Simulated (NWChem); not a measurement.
**CAM-B3LYP/aug-cc-pVDZ run of SiH3Cl (chlorosilane)**

What is the vertical ionisation energy of SiH3Cl (chlorosilane) at CAM-B3LYP/aug-cc-pVDZ? 

The calculation is run with NWChem 7.3.0.

## (1) The structure to begin with

The species is SiH3Cl (5 atoms), meant as a singlet with charge 0. SMILES: `[SiH3]Cl`. Geometry: relaxed at PBE0-D4/def2-TZVP.

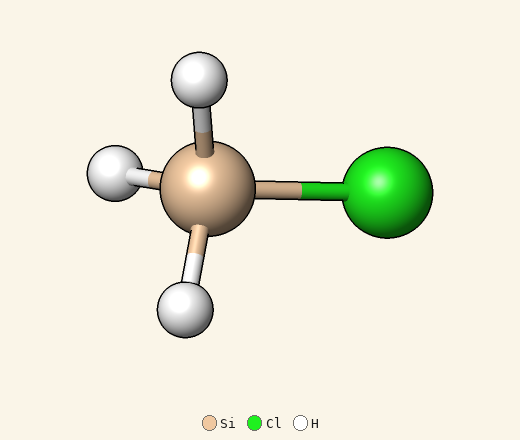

Viewed from a chosen angle; silicon light orange, chlorine green, hydrogen white.

## (2) The energy at CAM-B3LYP/aug-cc-pVDZ

File nw.xyz:

```xyz
5

Si    -0.112000     0.018600    -0.030900
Cl     1.838300    -0.513500     0.329900
H     -0.950900    -0.488300     1.079100
H     -0.534700    -0.585700    -1.314900
H     -0.190800     1.495400    -0.104700
```

File nw.nw:

```
start nw
memory total 2200 mb

geometry units angstroms noautosym nocenter noautoz
 load nw.xyz
end

basis spherical bse
 * library aug-cc-pVDZ
end

dft
 xc xcamb88 1.00 lyp 0.81 vwn_5 0.19 hfexch 1.00
 cam 0.33 cam_alpha 0.19 cam_beta 0.46
 mult 1
 grid fine
 convergence energy 1e-08
 direct
 maxiter 100
 mulliken
 print low
end

task dft energy
```

Run with:

```
nwchem nw.nw > nw.out
```

Standard output, shortened:

```text
[...]
 d= 0,ls=0.0,diis     1   -751.5221819654 -8.38D+02  1.05D-02  2.23D-01    12.9
[...]
 d= 0,ls=0.0,diis     8   -751.5483364066 -7.09D-10  2.82D-07  5.51D-11    88.6
         Total DFT energy =     -751.548336406560
      One electron energy =    -1209.977505157357
           Coulomb energy =      422.390637683487
    Exchange-Corr. energy =      -50.298693402940
 Nuclear repulsion energy =       86.337224470250
[...]
      Total Density - Mulliken Population Analysis
     ---------------------------------------------
    Atom       Charge   Shell Charges
 -----------   ------   -------------------------------------------------------
    1 Si  14    14.51   2.00  2.03  0.78  0.66 -0.09  6.02  1.53  1.16  0.02  0.30  0.10
    2 Cl  17    17.33   2.00  2.04  0.94  0.94  0.08  6.00  3.12  2.09  0.08  0.02  0.01
    3 H    1     0.72   0.74 -0.02  0.01  0.01 -0.01
    4 H    1     0.72   0.74 -0.02  0.01  0.01 -0.01
    5 H    1     0.72   0.74 -0.02  0.01  0.01 -0.01
[...]
```

It took 89 s on 1 thread of Intel Xeon Platinum 8175M at 2.50GHz (Skylake/Cascade Lake), shared host; peak memory 0.11 GiB.

## (3) The doublet cation at the same level

File mymol.nw:

```
start mymol
title "ClH3Si"
memory 2200 mb
charge 1

geometry units atomic noautosym nocenter noautoz
  Si  -0.21164933   0.03514891  -0.05839254
  Cl   3.47388353  -0.97037436   0.62342065
  H   -1.79694057  -0.92275327   2.03920346
  H   -1.01043656  -1.10681259  -2.48480088
  H   -0.36055974   2.82589645  -0.19785433
end

basis spherical bse
  * library aug-cc-pVDZ
end

dft
  xc xcamb88 1.00 lyp 0.81 vwn_5 0.19 hfexch 1.00
  cam 0.33 cam_alpha 0.19 cam_beta 0.46
  mult 2
  grid fine
  convergence energy 1e-08
  direct
  maxiter 100
  mulliken
  noprint "final vectors analysis"
end

task dft energy
```

Run with:

```
nwchem mymol.nw > mymol.out
```

Standard output, shortened:

```text
[...]
          Wavefunction type:  spin polarized.
          No. of atoms     :     5
          No. of electrons :    33
[...]
          Charge           :     1
          Spin multiplicity:     2
[...]
          AO basis - number of functions:    81
[...]
              XC Information
              --------------
                     Hartree-Fock (Exact) Exchange  1.000
                   CAM-Becke88 Exchange Functional  1.000
                      VWN V Correlation Functional  0.190 local
              Lee-Yang-Parr Correlation Functional  0.810
[...]
 d= 0,ls=0.0,diis     1   -750.9316228998 -8.37D+02  9.18D-03  3.88D-01    13.5
[...]
 d= 0,ls=0.0,diis    13   -751.1218777658 -4.02D-09  3.88D-07  1.53D-10   151.0
[...]
         Total DFT energy =     -751.121877765806
      One electron energy =    -1200.429338219763
           Coulomb energy =      412.922287941190
    Exchange-Corr. energy =      -49.952045763263
 Nuclear repulsion energy =       86.337218276031
[...]
      Total Density - Mulliken Population Analysis
     ---------------------------------------------
    Atom       Charge   Shell Charges
 -----------   ------   -------------------------------------------------------
    1 Si  14    14.17   2.00  2.03  0.83  0.63 -0.10  6.02  1.53  0.92  0.02  0.25  0.05
    2 Cl  17    16.82   2.00  2.04  1.00  0.93  0.05  6.00  3.01  1.76 -0.00  0.02  0.02
    3 H    1     0.66   0.66 -0.01  0.00  0.01 -0.01
    4 H    1     0.68   0.70 -0.03  0.00  0.01 -0.01
    5 H    1     0.67   0.70 -0.03  0.00  0.01 -0.01
[...]
      <S2> =      0.7595 (Exact =     0.7500)
[...]
```

Wall time 2.5 min (1 thread of Intel Xeon Platinum 8175M at 2.50GHz (Skylake/Cascade Lake), shared host); peak memory 0.11 GiB.

## (4) Summary of results

At CAM-B3LYP/aug-cc-pVDZ:

```
                                          quantity          value
                      singlet SiH3Cl: total energy  -751.54834 Eh
                      doublet cation: total energy  -751.12188 Eh
                              doublet cation: ⟨S²⟩          0.759
vertical ionisation energy (to the doublet cation)      11.605 eV
```

**Reading.** The vertical ionisation energy comes to 11.60 eV (1120 kJ/mol). Mulliken charges (singlet SiH3Cl) run from -0.51 on Si1 to +0.28 on H3; in a basis this large or diffuse they mean little.
